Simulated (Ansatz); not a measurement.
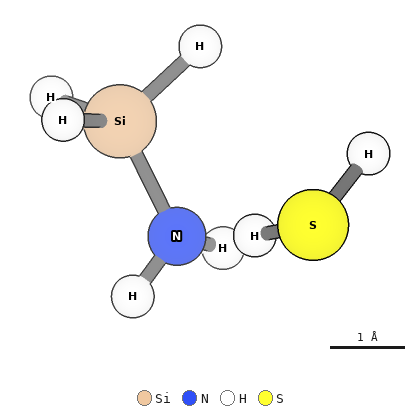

Figure 1. The starting structure (ball-and-stick view, seen at a tilt). Bond lengths as drawn: H–N 1.03 Å, H–S 1.36 to 1.41 Å, H–Si 1.50 to 1.51 Å and N–Si 1.75 Å.

Nudged elastic band of SiNH7S

The run: nudged elastic band of SiNH7S. Method and program: RKS LDA/6-31G* (Ansatz 0.2.0).

One setting was made poor on purpose. It belongs to a series of runs on one base structure; here: band between the two ends.

### The input
```yaml
crystal:
  periodic: [false, false, false]
  atoms:
    - { symbol: Si, position_ang: [-0.140566, 0.345025, 0.101012] }
    - { symbol: "N", position_ang: [0.060197, -0.069738, 1.791903] }
    - { symbol: H, position_ang: [-0.790356, -0.27935, 2.324662] }
    - { symbol: H, position_ang: [0.666554, 0.543564, 2.346685] }
    - { symbol: H, position_ang: [1.232612, 0.504832, -0.470825] }
    - { symbol: H, position_ang: [-0.925606, 1.603676, -0.163474] }
    - { symbol: H, position_ang: [-0.861398, -0.80177, -0.539415] }
    - { symbol: S, position_ang: [1.674633, -2.857555, 1.473501] }
    - { symbol: H, position_ang: [0.56449, -3.44187, 0.941421] }
    - { symbol: H, position_ang: [0.99044, -1.642413, 1.688132] }
basis:
  gaussian: { orbitals: "6-31G*" }
hamiltonian:
  xc: lda
neb:
  order_check: false
  images: 7
  f_tol: 0.5
  max_iterations: 60
  final_atoms:
    - { symbol: Si, position_ang: [0.3145801, -0.21542986, -0.86800746] }
    - { symbol: "N", position_ang: [0.1014641, -0.8926911, 2.8256686] }
    - { symbol: H, position_ang: [-0.35503381, -1.62282243, 3.3850739] }
    - { symbol: H, position_ang: [-0.56401436, -0.12033261, 2.70122398] }
    - { symbol: H, position_ang: [0.92093447, -0.08396362, -2.23405934] }
    - { symbol: H, position_ang: [0.64168484, 1.0349437, -0.08560759] }
    - { symbol: H, position_ang: [-1.18442472, -0.21491991, -1.03717026] }
    - { symbol: S, position_ang: [1.07980352, -1.94581439, 0.07513952] }
    - { symbol: H, position_ang: [0.60873812, -1.49731057, 1.37862425] }
    - { symbol: H, position_ang: [0.90726773, -0.5372582, 3.35271639] }
  initial_path:
    images:
      - { positions_ang: [[-0.140566, 0.345025, 0.101012], [0.060197, -0.069738, 1.791903], [-0.790356, -0.27935, 2.324662], [0.666554, 0.543564, 2.346685], [1.232612, 0.504832, -0.470825], [-0.925606, 1.603676, -0.163474], [-0.861398, -0.80177, -0.539415], [1.674633, -2.857555, 1.473501], [0.56449, -3.44187, 0.941421], [0.99044, -1.642413, 1.688132]] }
      - { positions_ang: [[-0.10837242, 0.26330577, 0.07953108], [0.04768718, -0.05875007, 1.89006037], [-0.80787954, -0.28728956, 2.42292112], [0.72278736, 0.46719165, 2.43778749], [1.26446175, 0.38693636, -0.47432117], [-0.87137354, 1.5068852, -0.23258472], [-0.82106441, -0.89277285, -0.52662349], [1.57770663, -2.62865131, 1.2896639], [0.54960647, -3.35530756, 0.85743337], [0.91744053, -1.49714664, 1.74973406]] }
      - { positions_ang: [[-0.07617884, 0.18158655, 0.05805015], [0.03517736, -0.04776215, 1.98821774], [-0.82540309, -0.29522911, 2.52118024], [0.77902072, 0.3908193, 2.52888998], [1.2963115, 0.26904071, -0.47781734], [-0.81714108, 1.41009441, -0.30169545], [-0.78073081, -0.9837757, -0.51383197], [1.48078026, -2.39974761, 1.1058268], [0.53472295, -3.26874512, 0.77344574], [0.84444105, -1.35188028, 1.81133612]] }
      - { positions_ang: [[-0.04398527, 0.09986732, 0.03656923], [0.02266754, -0.03677422, 2.0863751], [-0.84292663, -0.30316867, 2.61943936], [0.83525407, 0.31444695, 2.61999246], [1.32816125, 0.15114507, -0.48131352], [-0.76290863, 1.31330361, -0.37080617], [-0.74039722, -1.07477855, -0.50104046], [1.38385389, -2.17084392, 0.92198969], [0.51983942, -3.18218268, 0.68945812], [0.77144158, -1.20661392, 1.87293818]] }
      - { positions_ang: [[-0.01179169, 0.0181481, 0.0150883], [0.01015772, -0.02578629, 2.18453247], [-0.86045017, -0.31110823, 2.71769848], [0.89148743, 0.23807461, 2.71109495], [1.360011, 0.03324943, -0.48480969], [-0.70867617, 1.21651281, -0.4399169], [-0.70006363, -1.16578139, -0.48824895], [1.28692751, -1.94194023, 0.73815259], [0.50495589, -3.09562024, 0.60547049], [0.6984421, -1.06134756, 1.93454024]] }
      - { positions_ang: [[0.06980126, -0.04024639, -0.20568564], [0.03298431, -0.24251249, 2.3448165], [-0.73409608, -0.63903678, 2.88454233], [0.52761198, 0.1484728, 2.70862721], [1.25024187, 0.00394616, -0.9221221], [-0.37108592, 1.17112053, -0.35133957], [-0.8211539, -0.92806602, -0.62547927], [1.23514651, -1.94290877, 0.57239932], [0.53090145, -2.69604282, 0.79875893], [0.75064851, -0.93032522, 2.28908428]] }
      - { positions_ang: [[0.1513942, -0.09864088, -0.42645958], [0.05581091, -0.4592387, 2.50510054], [-0.60774199, -0.96696533, 3.05138619], [0.16373654, 0.058871, 2.70615947], [1.14047274, -0.0253571, -1.35943451], [-0.03349567, 1.12572826, -0.26276224], [-0.94224417, -0.69035065, -0.7627096], [1.18336552, -1.94387731, 0.40664606], [0.55684701, -2.29646541, 0.99204737], [0.80285492, -0.79930288, 2.64362832]] }
      - { positions_ang: [[0.23298715, -0.15703537, -0.64723352], [0.07863751, -0.6759649, 2.66538457], [-0.4813879, -1.29489388, 3.21823005], [-0.20013891, -0.0307308, 2.70369172], [1.03070361, -0.05466036, -1.79674693], [0.30409459, 1.08033598, -0.17418491], [-1.06333445, -0.45263528, -0.89993993], [1.13158452, -1.94484585, 0.24089279], [0.58279256, -1.89688799, 1.18533581], [0.85506133, -0.66828054, 2.99817236]] }
      - { positions_ang: [[0.3145801, -0.21542986, -0.86800746], [0.1014641, -0.8926911, 2.8256686], [-0.35503381, -1.62282243, 3.3850739], [-0.56401436, -0.12033261, 2.70122398], [0.92093447, -0.08396362, -2.23405934], [0.64168484, 1.0349437, -0.08560759], [-1.18442472, -0.21491991, -1.03717026], [1.07980352, -1.94581439, 0.07513952], [0.60873812, -1.49731057, 1.37862425], [0.90726773, -0.5372582, 3.35271639]] }
```

Run on 1 thread of Arm Neoverse V2, 24 GiB of memory available, shared host.

Launched with:
```bash
ansatz run input.yaml --threads 1 --pin off --max-ram 2048MiB --backend cpu --events-out ev --progress --plain --runs-dir out
```

### Output
```
Engine: ansatz 0.2.0, aarch64-unknown-linux-gnu
Functional definition: SPW92
  exchange = slater_x
  correlation = pw_c
920 factors; their error is unknown
mean field evaluation 1: about -20225.8750 eV, gradient 5.9e1 eV
mean field evaluation 2: about -20204.1531 eV, gradient 1.1e2 eV
mean field evaluation 4: about -20232.9703 eV, gradient 6.2e0 eV
mean field evaluation 8: about -20233.0862 eV, gradient 5.8e-2 eV
mean field evaluation 16: about -20233.0293 eV, gradient 1.3e-5 eV
mean field -20233.02929409 eV, -743.5501121181 hartree, gradient 1.3e-5 eV, S^2 0.000000; 0 other end points of the search recorded, 0 dependent functions left out
the calculation of the forces begins
reference -20233.02932860 eV, -743.5501133863 hartree; 22, 22 occupied and 45, 45 virtual orbitals, 920 factors
920 factors; their error is unknown
mean field evaluation 32: about -20233.4147 eV, gradient 7.7e-6 eV
mean field -20233.41472434 eV, -743.5642764184 hartree, gradient 7.7e-6 eV, S^2 0.000000; 0 other end points of the search recorded, 0 dependent functions left out
[... from here on the field's lines of each further geometry are left out, up to the last ...]
NEB iter   1: max|band force component| = 1.025e2 eV/Å  barrier→ = 24.1061 eV  barrier← = 24.4916 eV  Δτ_max = 0.2000 Å  (229 SCF iters)
NEB iter   2: max|band force component| = 1.761e1 eV/Å  barrier→ = 4.6874 eV  barrier← = 5.0729 eV  Δτ_max = 0.2000 Å  (210 SCF iters)
NEB iter   3: max|band force component| = 1.147e1 eV/Å  barrier→ = 1.9821 eV  barrier← = 2.3676 eV  Δτ_max = 0.2000 Å  (202 SCF iters)
NEB iter   4: max|band force component| = 4.365e0 eV/Å  barrier→ = 1.3343 eV  barrier← = 1.7197 eV  Δτ_max = 0.2000 Å  (204 SCF iters)
NEB iter   5: max|band force component| = 2.078e0 eV/Å  barrier→ = 1.1677 eV  barrier← = 1.5531 eV  Δτ_max = 0.2000 Å  (190 SCF iters)
NEB iter   6: max|band force component| = 1.475e0 eV/Å  barrier→ = 0.8708 eV  barrier← = 1.2562 eV  Δτ_max = 0.1997 Å  (191 SCF iters)
NEB iter   7: max|band force component| = 2.231e0 eV/Å  barrier→ = 0.7400 eV  barrier← = 1.1255 eV  Δτ_max = 0.1014 Å  (185 SCF iters)
NEB iter   8: max|band force component| = 2.184e0 eV/Å  barrier→ = 0.7101 eV  barrier← = 1.0956 eV  Δτ_max = 0.0508 Å  (190 SCF iters)
NEB iter   9: max|band force component| = 7.060e-1 eV/Å  barrier→ = 0.6170 eV  barrier← = 1.0025 eV  Δτ_max = 0.1015 Å  (188 SCF iters)
NEB iter  10: max|band force component| = 5.407e-1 eV/Å  barrier→ = 0.5363 eV  barrier← = 0.9217 eV  Δτ_max = 0.2000 Å  (190 SCF iters)
NEB iter  11: max|band force component| = 1.757e0 eV/Å  barrier→ = 0.5521 eV  barrier← = 0.9375 eV  Δτ_max = 0.1011 Å  (194 SCF iters)
NEB iter  12: max|band force component| = 1.400e0 eV/Å  barrier→ = 0.5493 eV  barrier← = 0.9347 eV  Δτ_max = 0.1009 Å  (189 SCF iters)
NEB iter  13: max|band force component| = 5.747e-1 eV/Å  barrier→ = 0.4320 eV  barrier← = 0.8174 eV  Δτ_max = 0.2000 Å  (189 SCF iters)
NEB iter  14: max|band force component| = 6.683e-1 eV/Å  barrier→ = 0.4068 eV  barrier← = 0.7922 eV  Δτ_max = 0.1002 Å  (188 SCF iters)
the calculation of the forces begins
reference -20233.41635753 eV, -743.5643364370 hartree; 22, 22 occupied and 45, 45 virtual orbitals, 920 factors
920 factors; their error is unknown
mean field evaluation 960: about -20227.0481 eV, gradient 5.1e1 eV
mean field -20232.62907666 eV, -743.5354043987 hartree, gradient 9.6e-6 eV, S^2 0.000000; 1 other end points of the search recorded, 0 dependent functions left out
the calculation of the forces begins
reference -20232.62910750 eV, -743.5354055322 hartree; 22, 22 occupied and 45, 45 virtual orbitals, 920 factors
NEB iter  15: max|band force component| = 4.117e-1 eV/Å  barrier→ = 0.4002 eV  barrier← = 0.7856 eV  CI = image 2  Δτ_max = 0.0000 Å  (374 SCF iters)
```

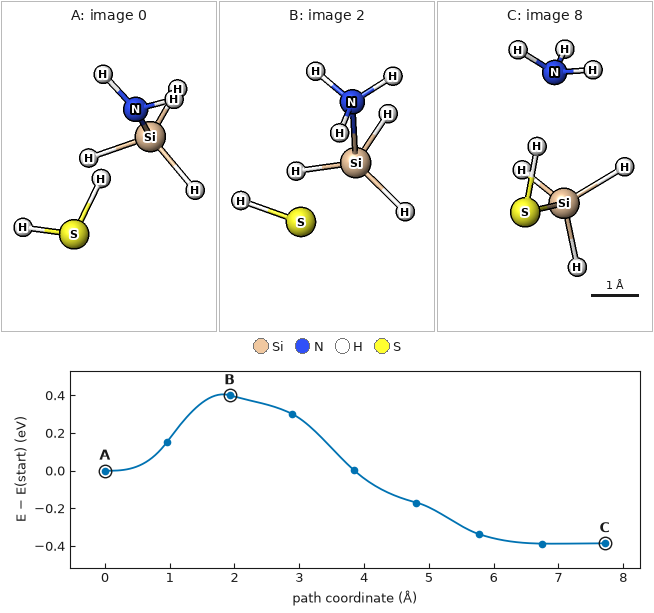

Figure 2. Images of the last band (counted from 0; ball-and-stick, seen at a tilt) above the energy along the path; the line is a cubic interpolation that uses the forces. The highest image is number 2, 0.400 eV above the start and 0.786 eV above the end (the climbing image); the end lies 0.385 eV below the start. The path is 7.71 Å long. The band converged in 15 iterations.

```
Total energy: -20232.62910750 eV, -743.5354055322 hartree
Atom 0 at     0.161645    -0.146821     0.071808 Å, force    -0.268247    -0.467324     0.119989 eV/Å
Atom 1 at     0.172655    -0.173448     2.010196 Å, force    -0.151449     0.188632    -0.173907 eV/Å
Atom 2 at    -0.756639    -0.479737     2.346048 Å, force     0.068707     0.019648     0.011300 eV/Å
Atom 3 at     0.403767     0.732315     2.451483 Å, force     0.045119     0.015699     0.064521 eV/Å
Atom 4 at     1.408775     0.267368    -0.630860 Å, force     0.166335    -0.069574     0.019045 eV/Å
Atom 5 at    -0.580430     1.193063     0.117069 Å, force     0.016864     0.088759     0.048095 eV/Å
Atom 6 at    -0.880885    -0.997294    -0.575495 Å, force    -0.107612     0.069688    -0.141103 eV/Å
Atom 7 at     1.351931    -2.340063     0.631894 Å, force     0.238675     0.168939    -0.081096 eV/Å
Atom 8 at     0.318590    -3.181454     0.924344 Å, force    -0.097138     0.092649    -0.040031 eV/Å
Atom 9 at     0.871591    -0.969529     2.147115 Å, force     0.088746    -0.107117     0.173188 eV/Å
Dipole moment:    -0.574878     0.603709     0.844831 e Å
this run last wrote the band of iteration 15 to [file]
```

### The last band as extended XYZ (Å, eV, eV/Å)
```
10
Properties=species:S:1:pos:R:3:forces:R:3 image=0 energy=-20233.02929
Si   -0.1406    0.3450    0.1010   -0.0049   0.0059   0.0110
N     0.0602   -0.0697    1.7919    0.0106  -0.0041  -0.0160
H    -0.7904   -0.2793    2.3247    0.0037  -0.0020   0.0029
H     0.6666    0.5436    2.3467   -0.0040   0.0003  -0.0006
H     1.2326    0.5048   -0.4708    0.0005  -0.0007   0.0028
H    -0.9256    1.6037   -0.1635    0.0007  -0.0005  -0.0047
H    -0.8614   -0.8018   -0.5394   -0.0003  -0.0006  -0.0008
S     1.6746   -2.8576    1.4735   -0.0247   0.0076  -0.0089
H     0.5645   -3.4419    0.9414    0.0187   0.0118   0.0100
H     0.9904   -1.6424    1.6881   -0.0003  -0.0177   0.0041
10
Properties=species:S:1:pos:R:3:forces:R:3 image=1 energy=-20232.87440
Si   -0.0158    0.1430    0.1385   -0.1062   0.1738   0.0258
N     0.0743   -0.0885    1.8989   -0.0083   0.0101  -0.0383
H    -0.7919   -0.4279    2.3317   -0.0259   0.0396  -0.0043
H     0.4288    0.7073    2.4419    0.0035   0.0109  -0.0199
H     1.3496    0.2232   -0.4682   -0.0398  -0.0103   0.1078
H    -0.7135    1.4450   -0.1085   -0.1004   0.1665  -0.1412
H    -0.8434   -0.9550   -0.4549    0.0321   0.0381   0.0803
S     1.5665   -2.5278    0.9563    0.1260  -0.1491   0.1917
H     0.3718   -3.1825    1.0024    0.0239  -0.0042   0.0235
H     1.0446   -1.4322    1.7553    0.0949  -0.2753  -0.2253
10
Properties=species:S:1:pos:R:3:forces:R:3 image=2 energy=-20232.62908
Si    0.1616   -0.1468    0.0718   -0.2682  -0.4673   0.1200
N     0.1727   -0.1734    2.0102   -0.1514   0.1886  -0.1739
H    -0.7566   -0.4797    2.3460    0.0687   0.0196   0.0113
H     0.4038    0.7323    2.4515    0.0451   0.0157   0.0645
H     1.4088    0.2674   -0.6309    0.1663  -0.0696   0.0190
H    -0.5804    1.1931    0.1171    0.0169   0.0888   0.0481
H    -0.8809   -0.9973   -0.5755   -0.1076   0.0697  -0.1411
S     1.3519   -2.3401    0.6319    0.2387   0.1689  -0.0811
H     0.3186   -3.1815    0.9243   -0.0971   0.0926  -0.0400
H     0.8716   -0.9695    2.1471    0.0887  -0.1071   0.1732
10
Properties=species:S:1:pos:R:3:forces:R:3 image=3 energy=-20232.72694
Si    0.2586   -0.2678   -0.0326    0.0329  -0.0633   0.1131
N     0.0591   -0.2909    2.1397   -0.0522   0.0406  -0.0325
H    -0.9023   -0.4499    2.4768    0.0049  -0.1309  -0.0139
H     0.3515    0.6316    2.4959    0.0560  -0.0334  -0.0445
H     1.2649    0.0968   -1.1055   -0.0830  -0.0119  -0.0794
H    -0.2347    1.1504    0.2795    0.1128   0.0053  -0.0617
H    -0.9875   -0.9024   -0.5943    0.0387   0.0455   0.0566
S     1.4817   -2.1492    0.4097   -0.0314   0.1171  -0.0408
H     0.4683   -2.8937    0.9479    0.0276   0.0173   0.0229
H     0.7112   -1.0206    2.4764   -0.1062   0.0136   0.0801
10
Properties=species:S:1:pos:R:3:forces:R:3 image=4 energy=-20233.02647
Si    0.3137   -0.2926   -0.1732    0.1837  -0.0645  -0.1881
N    -0.0821   -0.3807    2.2106    0.1568  -0.1609   0.0341
H    -1.0262   -0.5574    2.5746   -0.0476   0.0557   0.0812
H     0.2260    0.5542    2.5091   -0.2029   0.0279  -0.0072
H     0.9729   -0.0566   -1.5220   -0.1548  -0.0402  -0.0598
H     0.2823    1.1221    0.3349    0.1925   0.0693   0.0429
H    -1.0808   -0.7688   -0.4383   -0.0508   0.0190   0.0435
S     1.6024   -2.0035    0.2930   -0.0894   0.0780   0.0373
H     0.6862   -2.6686    1.0621    0.1150   0.0695   0.0126
H     0.5766   -1.0436    2.6429   -0.1026  -0.0539   0.0034
10
Properties=species:S:1:pos:R:3:forces:R:3 image=5 energy=-20233.19817
Si    0.3486   -0.3036   -0.4047    0.1432  -0.1031   0.0057
N    -0.1384   -0.5578    2.3873    0.0258   0.0922  -0.1869
H    -1.0460   -0.7364    2.8322    0.0397  -0.0564   0.0717
H     0.0182    0.4574    2.4074   -0.0485  -0.0067   0.0117
H     0.7529   -0.0333   -1.8289   -0.0207   0.0081  -0.0421
H     0.6595    0.9703    0.3289    0.0151   0.0065   0.0235
H    -1.1174   -0.5934   -0.3892   -0.0609   0.0208   0.0233
S     1.5597   -2.0182    0.0426   -0.0425   0.0243  -0.1002
H     0.8293   -2.3094    1.1560    0.0158   0.0560   0.0539
H     0.6046   -0.9712    2.9621   -0.0670  -0.0416   0.1395
10
Properties=species:S:1:pos:R:3:forces:R:3 image=6 energy=-20233.36568
Si    0.3167   -0.3024   -0.6367    0.0916  -0.0382   0.0842
N     0.0196   -0.7932    2.5897    0.0310  -0.0665  -0.0151
H    -0.9254   -0.9772    2.9454   -0.0150  -0.0225  -0.0316
H     0.0640    0.1904    2.2917   -0.0126  -0.0169   0.0170
H     0.6992    0.0232   -2.0417    0.0228   0.0090  -0.1156
H     0.5703    0.9281    0.2059    0.0007   0.0160  -0.0235
H    -1.1642   -0.5380   -0.5724   -0.0923   0.0085  -0.0293
S     1.4306   -1.9680    0.0518   -0.0201  -0.0027  -0.0720
H     0.7793   -1.7442    1.2972   -0.0455   0.0890   0.0719
H     0.6810   -0.9142    3.3628    0.0393   0.0242   0.1141
10
Properties=species:S:1:pos:R:3:forces:R:3 image=7 energy=-20233.41632
Si    0.2506   -0.2961   -0.8064    0.0037   0.0026  -0.0016
N     0.1582   -0.8253    2.7598    0.0099  -0.0087  -0.0133
H    -0.6654   -1.2852    3.1641    0.0000   0.0037   0.0063
H    -0.0902    0.1429    2.5219   -0.0022   0.0030   0.0114
H     0.9227    0.0504   -2.1017    0.0033  -0.0007  -0.0052
H     0.3560    0.9031    0.1106   -0.0033  -0.0001  -0.0029
H    -1.2207   -0.4574   -1.0927   -0.0038  -0.0023  -0.0065
S     1.1671   -1.9805    0.0824   -0.0098   0.0055   0.0113
H     0.6875   -1.5427    1.3924    0.0059  -0.0016  -0.0108
H     0.9053   -0.8048    3.4632   -0.0037  -0.0015   0.0111
10
Properties=species:S:1:pos:R:3:forces:R:3 image=8 energy=-20233.41472
Si    0.3146   -0.2154   -0.8680   -0.0026   0.0221  -0.0001
N     0.1015   -0.8927    2.8257   -0.0176  -0.0010   0.0041
H    -0.3550   -1.6228    3.3851    0.0006  -0.0004  -0.0073
H    -0.5640   -0.1203    2.7012   -0.0001  -0.0025  -0.0048
H     0.9209   -0.0840   -2.2341   -0.0034  -0.0010   0.0041
H     0.6417    1.0349   -0.0856   -0.0013  -0.0112  -0.0105
H    -1.1844   -0.2149   -1.0372    0.0031  -0.0007   0.0006
S     1.0798   -1.9458    0.0751    0.0028  -0.0044   0.0122
H     0.6087   -1.4973    1.3786    0.0016  -0.0028  -0.0038
H     0.9073   -0.5373    3.3527    0.0169   0.0020   0.0056
```

### Summary

| quantity | value |
| --- | --- |
| outcome | converged |
| barrier, forward | 0.400 eV |
| barrier, backward | 0.786 eV |
| wall time | 2.2 min |
| peak memory | 0.11 GiB |

### Notes

A deliberately poor setting: loose force. The order of the saddle point was not checked.
